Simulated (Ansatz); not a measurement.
# Nudged elastic band, with input and output: AlTiH3Cl4O

AlTiH3Cl4O, computed with RKS PBE/def2-SVP (Ansatz 0.2.0).

One setting was made poor on purpose. It belongs to a series of runs on one base structure; here: band between the two ends.

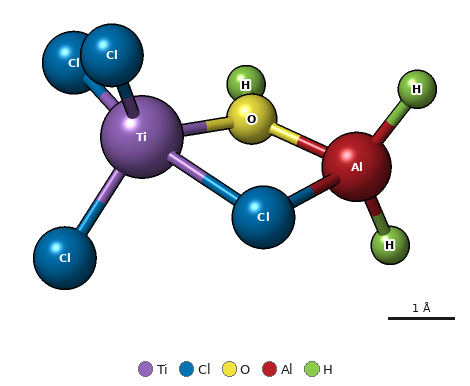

*The starting structure (ball-and-stick view, seen at a tilt). Sticks mark near contacts.*

The input
```yaml
crystal:
  periodic: [false, false, false]
  atoms:
    - { symbol: Ti, position_ang: [-0.264724, 0.269949, 0.26897] }
    - { symbol: Cl, position_ang: [0.235019, 0.876518, 2.342303] }
    - { symbol: Cl, position_ang: [1.504955, -0.904588, -0.227351] }
    - { symbol: Cl, position_ang: [-0.25527, 2.202151, -0.735464] }
    - { symbol: Cl, position_ang: [-1.4893, -0.79804, -1.731115] }
    - { symbol: O, position_ang: [-1.939556, -0.478033, 0.99956] }
    - { symbol: Al, position_ang: [-3.129239, -1.303366, -0.220618] }
    - { symbol: H, position_ang: [-3.184381, -2.871393, 0.065378] }
    - { symbol: H, position_ang: [-4.407564, -0.372906, -0.431501] }
    - { symbol: H, position_ang: [-2.076342, -0.358492, 1.959335] }
basis:
  gaussian: { orbitals: def2-SVP }
hamiltonian:
  xc: pbe
neb:
  order_check: false
  images: 3
  f_tol: 0.05
  max_iterations: 60
  climbing: true
  final_atoms:
    - { symbol: Ti, position_ang: [-0.55940097, 0.05339573, -0.14552352] }
    - { symbol: Cl, position_ang: [0.04370602, 0.8716866, 2.65928941] }
    - { symbol: Cl, position_ang: [1.28701721, -1.13246916, 0.02856894] }
    - { symbol: Cl, position_ang: [-0.47671384, 2.21198102, -0.56896127] }
    - { symbol: Cl, position_ang: [-1.55943268, -0.82199145, -2.0971989] }
    - { symbol: O, position_ang: [-1.91723057, -0.49836971, 0.76792575] }
    - { symbol: Al, position_ang: [-3.15504643, -1.34438864, -0.33073335] }
    - { symbol: H, position_ang: [-3.12235673, -2.92622706, -0.16152899] }
    - { symbol: H, position_ang: [-4.43058782, -0.43386489, -0.6061325] }
    - { symbol: H, position_ang: [-1.11635619, 0.28204756, 2.74379142] }
  initial_path:
    images:
      - { positions_ang: [[-0.264724, 0.269949, 0.26897], [0.235019, 0.876518, 2.342303], [1.504955, -0.904588, -0.227351], [-0.25527, 2.202151, -0.735464], [-1.4893, -0.79804, -1.731115], [-1.939556, -0.478033, 0.99956], [-3.129239, -1.303366, -0.220618], [-3.184381, -2.871393, 0.065378], [-4.407564, -0.372906, -0.431501], [-2.076342, -0.358492, 1.959335]] }
      - { positions_ang: [[-0.12095535, 0.10430643, 0.16908001], [0.05758461, 0.45287878, 2.56311928], [1.89971756, -0.53576898, -0.41299299], [-0.61654146, 2.04288426, -0.78723884], [-1.30552611, -1.38881922, -1.2243996], [-2.02789819, -0.22063823, 0.82721115], [-3.27744859, -1.10348463, -0.16023916], [-3.18600713, -2.63256907, -0.21517057], [-4.60935464, -0.30534644, -0.39850722], [-1.8199727, -0.15164289, 1.92863495]] }
      - { positions_ang: [[0.02281331, -0.06133614, 0.06919003], [-0.11984978, 0.02923955, 2.78393556], [2.29448013, -0.16694995, -0.59863498], [-0.97781292, 1.88361751, -0.83901368], [-1.12175221, -1.97959844, -0.71768421], [-2.11624039, 0.03675653, 0.6548623], [-3.42565818, -0.90360327, -0.09986032], [-3.18763326, -2.39374514, -0.49571915], [-4.81114529, -0.23778687, -0.36551345], [-1.5636034, 0.05520623, 1.89793491]] }
      - { positions_ang: [[-0.26829383, -0.0039702, -0.03816675], [-0.03807188, 0.45046307, 2.72161248], [1.79074867, -0.64970955, -0.28503302], [-0.72726338, 2.04779927, -0.70398747], [-1.34059245, -1.40079495, -1.40744156], [-2.01673548, -0.23080659, 0.71139402], [-3.29035231, -1.12399596, -0.21529683], [-3.15499499, -2.6599861, -0.32862407], [-4.62086656, -0.33582588, -0.48582298], [-1.33997979, 0.16862689, 2.32086316]] }
      - { positions_ang: [[-0.55940097, 0.05339573, -0.14552352], [0.04370602, 0.8716866, 2.65928941], [1.28701721, -1.13246916, 0.02856894], [-0.47671384, 2.21198102, -0.56896127], [-1.55943268, -0.82199145, -2.0971989], [-1.91723057, -0.49836971, 0.76792575], [-3.15504643, -1.34438864, -0.33073335], [-3.12235673, -2.92622706, -0.16152899], [-4.43058782, -0.43386489, -0.6061325], [-1.11635619, 0.28204756, 2.74379142]] }
```

Run on 4 threads of Arm Neoverse V2, 24 GiB of memory available, shared host.

Launched with:
```bash
ansatz run input.yaml --threads 4 --pin off --max-ram 5120MiB --backend cpu --events-out ev --progress --plain --runs-dir out
```

Output
```
Engine: ansatz 0.2.0, aarch64-unknown-linux-gnu
Functional definition: PBE
  parameter kappa = 0.804
  parameter beta = 0.06672455060314922
  exchange = pbe_x(kappa = kappa, mu = beta*pi^2/3)
  correlation = pbe_c(beta = beta)
1670 factors; their error is unknown
mean field evaluation 1: about -81847.9711 eV, gradient 5.6e1 eV
mean field evaluation 2: about -81724.0838 eV, gradient 2.3e2 eV
mean field evaluation 4: about -81799.7611 eV, gradient 1.8e2 eV
mean field evaluation 8: about -81853.8468 eV, gradient 8.5e-2 eV
mean field -81853.76729098 eV, -3008.0704654672 hartree, gradient 2.1e-5 eV, S^2 0.000000; 0 other end points of the search recorded, 0 dependent functions left out
the calculation of the forces begins
reference -81853.76739015 eV, -3008.0704691119 hartree; 57, 57 occupied and 93, 93 virtual orbitals, 1670 factors
1670 factors; their error is unknown
mean field evaluation 16: about -81841.9540 eV, gradient 6.5e1 eV
mean field -81852.99913430 eV, -3008.0422362301 hartree, gradient 9.9e-6 eV, S^2 0.000000; 0 other end points of the search recorded, 0 dependent functions left out
[... from here on the field's lines of each further geometry are left out, up to the last ...]
NEB iter   1: max|band force component| = 4.606e0 eV/Å  barrier→ = 4.4128 eV  barrier← = 3.6447 eV  Δτ_max = 0.2000 Å  (355 SCF iters)
NEB iter   2: max|band force component| = 2.163e0 eV/Å  barrier→ = 2.6517 eV  barrier← = 1.8835 eV  Δτ_max = 0.2000 Å  (117 SCF iters)
NEB iter   3: max|band force component| = 1.933e0 eV/Å  barrier→ = 1.8188 eV  barrier← = 1.0506 eV  Δτ_max = 0.1934 Å  (118 SCF iters)
NEB iter   4: max|band force component| = 1.010e0 eV/Å  barrier→ = 1.4110 eV  barrier← = 0.6429 eV  Δτ_max = 0.1925 Å  (113 SCF iters)
NEB iter   5: max|band force component| = 7.270e-1 eV/Å  barrier→ = 1.2385 eV  barrier← = 0.4703 eV  Δτ_max = 0.1840 Å  (106 SCF iters)
NEB iter   6: max|band force component| = 7.086e-1 eV/Å  barrier→ = 0.9901 eV  barrier← = 0.2219 eV  Δτ_max = 0.1944 Å  (113 SCF iters)
NEB iter   7: max|band force component| = 1.908e0 eV/Å  barrier→ = 0.9405 eV  barrier← = 0.1723 eV  Δτ_max = 0.0999 Å  (112 SCF iters)
NEB iter   8: max|band force component| = 6.415e-1 eV/Å  barrier→ = 0.9152 eV  barrier← = 0.1470 eV  Δτ_max = 0.2000 Å  (108 SCF iters)
NEB iter   9: max|band force component| = 7.870e-1 eV/Å  barrier→ = 0.8776 eV  barrier← = 0.1094 eV  Δτ_max = 0.1912 Å  (114 SCF iters)
NEB iter  10: max|band force component| = 6.399e-1 eV/Å  barrier→ = 0.8543 eV  barrier← = 0.0861 eV  Δτ_max = 0.2000 Å  (106 SCF iters)
NEB iter  11: max|band force component| = 3.543e-1 eV/Å  barrier→ = 0.8519 eV  barrier← = 0.0838 eV  CI = image 3  Δτ_max = 0.2000 Å  (106 SCF iters)
NEB iter  12: max|band force component| = 2.165e-1 eV/Å  barrier→ = 0.8620 eV  barrier← = 0.0938 eV  CI = image 3  Δτ_max = 0.2000 Å  (107 SCF iters)
NEB iter  13: max|band force component| = 1.940e-1 eV/Å  barrier→ = 0.9290 eV  barrier← = 0.1608 eV  CI = image 3  Δτ_max = 0.1721 Å  (111 SCF iters)
NEB iter  14: max|band force component| = 8.610e-1 eV/Å  barrier→ = 0.9764 eV  barrier← = 0.2083 eV  CI = image 3  Δτ_max = 0.0896 Å  (102 SCF iters)
NEB iter  15: max|band force component| = 3.112e-1 eV/Å  barrier→ = 0.9751 eV  barrier← = 0.2070 eV  CI = image 3  Δτ_max = 0.1818 Å  (102 SCF iters)
NEB iter  16: max|band force component| = 6.292e-1 eV/Å  barrier→ = 0.9981 eV  barrier← = 0.2300 eV  CI = image 3  Δτ_max = 0.0602 Å  (107 SCF iters)
NEB iter  17: max|band force component| = 2.483e-1 eV/Å  barrier→ = 0.9677 eV  barrier← = 0.1996 eV  CI = image 3  Δτ_max = 0.0880 Å  (104 SCF iters)
NEB iter  18: max|band force component| = 1.613e-1 eV/Å  barrier→ = 0.9545 eV  barrier← = 0.1863 eV  CI = image 3  Δτ_max = 0.0877 Å  (104 SCF iters)
NEB iter  19: max|band force component| = 2.007e-1 eV/Å  barrier→ = 0.9401 eV  barrier← = 0.1720 eV  CI = image 3  Δτ_max = 0.0442 Å  (103 SCF iters)
NEB iter  20: max|band force component| = 1.952e-1 eV/Å  barrier→ = 0.9346 eV  barrier← = 0.1664 eV  CI = image 3  Δτ_max = 0.0442 Å  (101 SCF iters)
NEB iter  21: max|band force component| = 1.913e-1 eV/Å  barrier→ = 0.9293 eV  barrier← = 0.1612 eV  CI = image 3  Δτ_max = 0.0441 Å  (102 SCF iters)
NEB iter  22: max|band force component| = 1.165e-1 eV/Å  barrier→ = 0.9249 eV  barrier← = 0.1568 eV  CI = image 3  Δτ_max = 0.0440 Å  (100 SCF iters)
NEB iter  23: max|band force component| = 9.754e-2 eV/Å  barrier→ = 0.9215 eV  barrier← = 0.1533 eV  CI = image 3  Δτ_max = 0.0443 Å  (102 SCF iters)
NEB iter  24: max|band force component| = 1.617e-1 eV/Å  barrier→ = 0.9190 eV  barrier← = 0.1508 eV  CI = image 3  Δτ_max = 0.0220 Å  (101 SCF iters)
NEB iter  25: max|band force component| = 1.210e-1 eV/Å  barrier→ = 0.9180 eV  barrier← = 0.1498 eV  CI = image 3  Δτ_max = 0.0221 Å  (102 SCF iters)
NEB iter  26: max|band force component| = 3.966e-2 eV/Å  barrier→ = 0.9172 eV  barrier← = 0.1490 eV  CI = image 3  Δτ_max = 0.0443 Å  (103 SCF iters)
NEB iter  27: max|band force component| = 1.684e-1 eV/Å  barrier→ = 0.9163 eV  barrier← = 0.1482 eV  CI = image 3  Δτ_max = 0.0866 Å  (33 SCF iters)
NEB iter  28: max|band force component| = 8.904e-2 eV/Å  barrier→ = 0.9167 eV  barrier← = 0.1486 eV  CI = image 3  Δτ_max = 0.0409 Å  (100 SCF iters)
NEB iter  29: max|band force component| = 7.408e-2 eV/Å  barrier→ = 0.9164 eV  barrier← = 0.1482 eV  CI = image 3  Δτ_max = 0.0257 Å  (103 SCF iters)
the calculation of the forces begins
reference -81853.24956326 eV, -3008.0514393245 hartree; 57, 57 occupied and 93, 93 virtual orbitals, 1670 factors
1670 factors; their error is unknown
mean field -81852.85113411 eV, -3008.0367973234 hartree, gradient 7.6e-6 eV, S^2 0.000000; 1 other end points of the search recorded, 0 dependent functions left out
the calculation of the forces begins
reference -81852.85123065 eV, -3008.0368008712 hartree; 57, 57 occupied and 93, 93 virtual orbitals, 1670 factors
NEB iter  30: max|band force component| = 3.233e-2 eV/Å  barrier→ = 0.9162 eV  barrier← = 0.1480 eV  CI = image 3  Δτ_max = 0.0000 Å  (192 SCF iters)
```

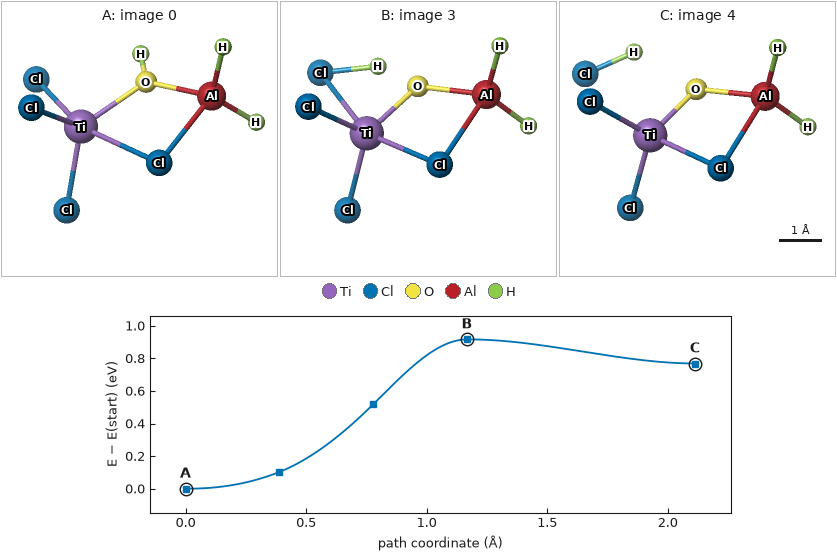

*Images of the last band (counted from 0; ball-and-stick, seen at a tilt) above the energy along the path; the line is a cubic interpolation that uses the forces.*

The highest image is number 3, 0.916 eV above the start and 0.148 eV above the end (the climbing image); the end lies 0.768 eV above the start. The path is 2.11 Å long. The band converged in 30 iterations.

```
Total energy: -81852.85123065 eV, -3008.0368008712 hartree
Atom 0 at    -0.455027     0.136355     0.000136 Å, force     0.001247    -0.002644     0.000708 eV/Å
Atom 1 at    -0.178757     0.782427     2.536091 Å, force     0.000750     0.002026     0.000225 eV/Å
Atom 2 at     1.390862    -1.031355    -0.024453 Å, force     0.000294     0.001138    -0.000624 eV/Å
Atom 3 at    -0.299623     2.210986    -0.666170 Å, force    -0.001313     0.000071     0.000280 eV/Å
Atom 4 at    -1.538121    -0.807517    -1.906889 Å, force    -0.000111    -0.000672     0.000421 eV/Å
Atom 5 at    -1.912243    -0.448287     0.911994 Å, force     0.002817     0.002394     0.003381 eV/Å
Atom 6 at    -3.140279    -1.322052    -0.171754 Å, force    -0.001355    -0.000401    -0.001783 eV/Å
Atom 7 at    -3.097607    -2.900100     0.027678 Å, force    -0.000808     0.000247    -0.000181 eV/Å
Atom 8 at    -4.424124    -0.428582    -0.463686 Å, force     0.000556     0.000697    -0.000077 eV/Å
Atom 9 at    -1.351483     0.069924     2.046550 Å, force    -0.002078    -0.002857    -0.002348 eV/Å
Dipole moment:    -0.024930    -0.004612     0.038197 e Å
this run last wrote the band of iteration 30 to [file]; this run last wrote the band within `neb.f_tol` of iteration 26 to [file]
```

The last band as extended XYZ (Å, eV, eV/Å)
```
10
Properties=species:S:1:pos:R:3:forces:R:3 image=0 energy=-81853.76729
Ti   -0.2647    0.2699    0.2690    0.0092  -0.0052  -0.0076
Cl    0.2350    0.8765    2.3423   -0.0021   0.0034   0.0043
Cl    1.5050   -0.9046   -0.2274   -0.0050   0.0023   0.0025
Cl   -0.2553    2.2022   -0.7355    0.0032  -0.0021  -0.0041
Cl   -1.4893   -0.7980   -1.7311   -0.0019   0.0069  -0.0045
O    -1.9396   -0.4780    0.9996   -0.0163  -0.0019   0.0268
Al   -3.1292   -1.3034   -0.2206   -0.0011  -0.0013  -0.0009
H    -3.1844   -2.8714    0.0654   -0.0010   0.0047  -0.0042
H    -4.4076   -0.3729   -0.4315    0.0045  -0.0076   0.0010
H    -2.0763   -0.3585    1.9593    0.0105   0.0007  -0.0133
10
Properties=species:S:1:pos:R:3:forces:R:3 image=1 energy=-81853.66480
Ti   -0.2853    0.2457    0.2026    0.1169   0.1045   0.1418
Cl    0.0657    0.8561    2.3563    0.2230   0.0867  -0.1288
Cl    1.4405   -1.0440   -0.1009    0.0660   0.0278  -0.0819
Cl   -0.2007    2.2021   -0.7491    0.0702  -0.0072  -0.0750
Cl   -1.5256   -0.7760   -1.7612    0.0095   0.0327   0.1262
O    -1.9398   -0.4434    0.9754   -0.0481  -0.0223  -0.0051
Al   -3.1453   -1.3023   -0.1876    0.0191  -0.0048  -0.0561
H    -3.1393   -2.8753    0.0629   -0.0177   0.0113   0.0256
H    -4.4316   -0.3957   -0.4331   -0.0042  -0.0093   0.0296
H    -1.8450   -0.2054    1.9241   -0.4349  -0.2194   0.0236
10
Properties=species:S:1:pos:R:3:forces:R:3 image=2 energy=-81853.24947
Ti   -0.3530    0.1835    0.1053    0.3807   0.2888   0.4203
Cl   -0.1055    0.8948    2.4076    0.3997   0.1061  -0.3874
Cl    1.4105   -1.0814    0.0347    0.0984   0.0114  -0.1095
Cl   -0.2222    2.1570   -0.7896    0.0886   0.0351  -0.1175
Cl   -1.5050   -0.8848   -1.8053   -0.0068   0.0799   0.3282
O    -1.9441   -0.4024    0.9784   -0.0879   0.0368   0.3073
Al   -3.1428   -1.3117   -0.1511    0.0275   0.0172   0.0243
H    -3.1318   -2.8788    0.1238   -0.0014   0.0170   0.0427
H    -4.4098   -0.4172   -0.5051    0.0032   0.0098   0.0451
H    -1.6026    0.0027    1.8909   -0.9019  -0.6021  -0.5535
10
Properties=species:S:1:pos:R:3:forces:R:3 image=3 energy=-81852.85113
Ti   -0.4550    0.1364    0.0001    0.0012  -0.0026   0.0007
Cl   -0.1788    0.7824    2.5361    0.0008   0.0020   0.0002
Cl    1.3909   -1.0314   -0.0245    0.0003   0.0011  -0.0006
Cl   -0.2996    2.2110   -0.6662   -0.0013   0.0001   0.0003
Cl   -1.5381   -0.8075   -1.9069   -0.0001  -0.0007   0.0004
O    -1.9122   -0.4483    0.9120    0.0028   0.0024   0.0034
Al   -3.1403   -1.3221   -0.1718   -0.0014  -0.0004  -0.0018
H    -3.0976   -2.9001    0.0277   -0.0008   0.0002  -0.0002
H    -4.4241   -0.4286   -0.4637    0.0006   0.0007  -0.0001
H    -1.3515    0.0699    2.0465   -0.0021  -0.0029  -0.0023
10
Properties=species:S:1:pos:R:3:forces:R:3 image=4 energy=-81852.99913
Ti   -0.5594    0.0534   -0.1455   -0.0135  -0.0057   0.0078
Cl    0.0437    0.8717    2.6593    0.0001   0.0010  -0.0002
Cl    1.2870   -1.1325    0.0286    0.0022  -0.0013  -0.0003
Cl   -0.4767    2.2120   -0.5690    0.0010   0.0026  -0.0006
Cl   -1.5594   -0.8220   -2.0972   -0.0024  -0.0010   0.0018
O    -1.9172   -0.4984    0.7679    0.0111   0.0042  -0.0110
Al   -3.1550   -1.3444   -0.3307   -0.0017  -0.0010  -0.0001
H    -3.1224   -2.9262   -0.1615    0.0003   0.0029  -0.0013
H    -4.4306   -0.4339   -0.6061    0.0023  -0.0018  -0.0006
H    -1.1164    0.2820    2.7438    0.0005   0.0003   0.0045
```

Key numbers

- outcome: converged
- barrier, forward: 0.916 eV
- barrier, backward: 0.148 eV
- wall time: 3.8 min (CPU time 14 min)
- peak memory: 0.3 GiB

Remarks

A deliberately poor setting: few images. The order of the saddle point was not checked.
